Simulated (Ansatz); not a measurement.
The figure comes from a scan of Ti (hcp, Mg type): one Ti atom of a 2-atom cell moves by s along Cartesian [111], with its periodic images. Calculation: PBE (plane waves to 420 eV, PAW, scalar-relativistic; Ansatz, a quantum-chemistry and plane-wave program). k mesh 15×15×8 (Γ-centred), Fermi-Dirac smearing 0.05 eV. The energy includes the smearing's −TS. Left out: 1 of 11 points, with atoms too close for the PAW data. With partly filled bands, energies and forces of such displacements shift with the k mesh and the smearing. Ti is run without spin polarisation. Ti was relaxed with its symmetry unable to fall. The zero of ΔE is the undisplaced structure.

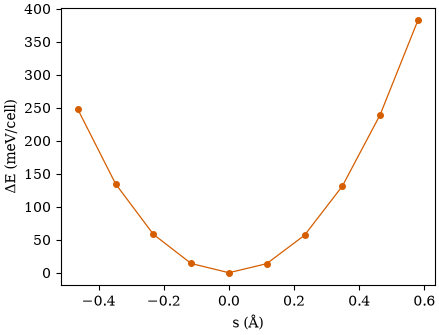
ΔE (meV/cell) against s (Å); markers are the computed points, lines only join them.

### Question
Read the plotted values off the figure, to the accuracy that the plot allows.

### Answer
To the nearest 5:

| s (Å) | ΔE (meV/cell) |
|---|---|
| -0.464 | 250 |
| -0.348 | 135 |
| -0.232 | 60 |
| -0.116 | 15 |
| 0.000 | 0 |
| 0.116 | 15 |
| 0.232 | 55 |
| 0.348 | 130 |
| 0.464 | 240 |
| 0.580 | 380 |

(A displaced cell: forces are minus the slopes of the energy, force constants its curvatures, and phonons follow from these.)
